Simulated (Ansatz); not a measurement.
# UPBE0/def2-TZVPPD run of O2F (SMILES [O]OF)

Aim: the electronic atomisation energy of O2F at UPBE0/def2-TZVPPD, from 3 runs. 

Program for the calculation: Ansatz 0.2.0.

19 further runs of the same task are left out: 19 set aside as unsound or not needed.

### Step 1. Starting point

O2F has 3 atoms, charge 0, and is taken as a doublet. SMILES: `[O]OF`. Geometry: relaxed at PBE0-D4/def2-TZVP.

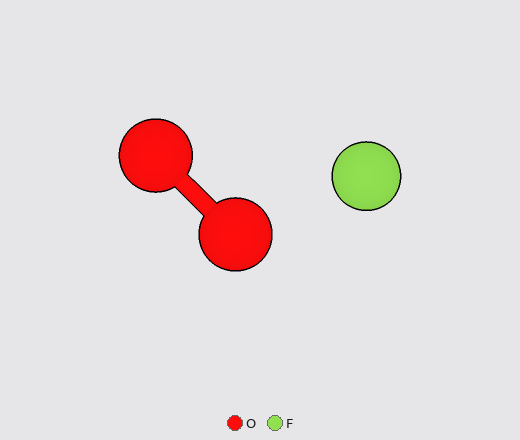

Viewed from a chosen angle; oxygen red, fluorine green.

### Step 2. A single-point energy at UPBE0/def2-TZVPPD

input.yaml reads:

```yaml
crystal:
  periodic: [false, false, false]
  atoms:
    - {symbol: O, position_ang: [0.933400, -0.295440, 0.482240]}
    - {symbol: O, position_ang: [0.133270, 0.497870, 0.127930]}
    - {symbol: F, position_ang: [-1.066650, -0.202430, -0.610160]}
basis:
  gaussian: {orbitals: def2-TZVPPD.json}
output: {orbitals: {seedname: orbitals}}
magnetization: {spin_polarized: true, initial_magnetization: 1}
accuracy: high
hamiltonian: {xc: {name: PBE0}}
```

The basis set def2-TZVPPD is read from a file made from the Basis Set Exchange's data (not shown).

Launch:

```bash
$ ansatz run input.yaml --threads 1 --pin off --max-ram 3480MiB --events-out events.jsonl --progress --plain --runs-dir runs
```

Output:

```text
Warning: RAYON_NUM_THREADS=1 ignored (pool sized by the plan → 1); use --threads N
Functional definition: PBE0
  name "PBE0"
  parameter a = 0.25
  parameter kappa = 0.804
  parameter beta = 0.06672455060314922
  exchange = (1 - a)*pbe_x(kappa = kappa, mu = beta*pi^2/3) + a*exact_x
  correlation = pbe_c(beta = beta)
1818 factors; integrals over basis functions are off by at most 3.7e-9 eV
mean field evaluation 1: about -6798.4536 eV, gradient 2.7e1 eV
mean field evaluation 2: about -6781.3556 eV, gradient 7.7e1 eV
mean field evaluation 4: about -6800.4781 eV, gradient 9.2e0 eV
mean field evaluation 8: about -6800.9001 eV, gradient 8.1e-1 eV
mean field evaluation 16: about -6800.9138 eV, gradient 2.1e-2 eV
mean field evaluation 32: about -6800.9138 eV, gradient 7.2e-7 eV
mean field -6800.91381416 eV, -249.9289728455 hartree, gradient 5.8e-8 eV, S^2 0.790091; 2 other end points of the search recorded, 0 dependent functions left out
reference -6800.91381772 eV, -249.9289729762 hartree; 13, 12 occupied and 107, 108 virtual orbitals, 1818 factors
Total energy: -6800.91381772 eV, -249.9289729762 hartree
```

Run time: 12 s. Hardware: 1 thread of Arm Neoverse V1, shared host; peak memory 0.37 GiB.

### Step 3. The F atom, same level

molecule.yaml reads:

```yaml
basis:
  gaussian:
    orbitals: def2-TZVPPD.json
crystal:
  periodic: [false, false, false]
  atoms:
    - {symbol: F, position_ang: [0.000000, 0.000000, 0.000000]}
magnetization:
  spin_polarized: true
  initial_magnetization: 1
hamiltonian:
  xc: {name: PBE0}
accuracy: high
```

The basis set def2-TZVPPD is read from a file made from the Basis Set Exchange's data (not shown).

Run the same way, it converges to -99.67703 Eh (log not shown).

### Step 4. The O atom, same level

molecule.yaml reads:

```yaml
crystal:
  periodic: [false, false, false]
  atoms:
    - {symbol: O, position_ang: [0.000000, 0.000000, 0.000000]}
basis:
  gaussian:
    orbitals: def2-TZVPPD.json
magnetization:
  spin_polarized: true
  initial_magnetization: 2
hamiltonian:
  xc: pbe0
accuracy: high
```

The basis set def2-TZVPPD is read from a file made from the Basis Set Exchange's data (not shown).

Run the same way, it converges to -75.01925 Eh (log not shown).

### Step 5. Results

At UPBE0/def2-TZVPPD:

```
                                    quantity          value
                      molecule: total energy  -249.92897 Eh
molecule: HOMO energy (highest over α and β)       -9.70 eV
 molecule: LUMO energy (lowest over α and β)       -4.13 eV
                              molecule: ⟨S²⟩          0.790
                        F atom: total energy   -99.67703 Eh
                                F atom: ⟨S²⟩          0.752
                        O atom: total energy   -75.01925 Eh
                                O atom: ⟨S²⟩          2.004
               electronic atomisation energy       5.808 eV
```

What this shows: Taking the molecule apart into free atoms costs 5.81 eV (560 kJ/mol), before zero-point energy and without spin-orbit coupling.
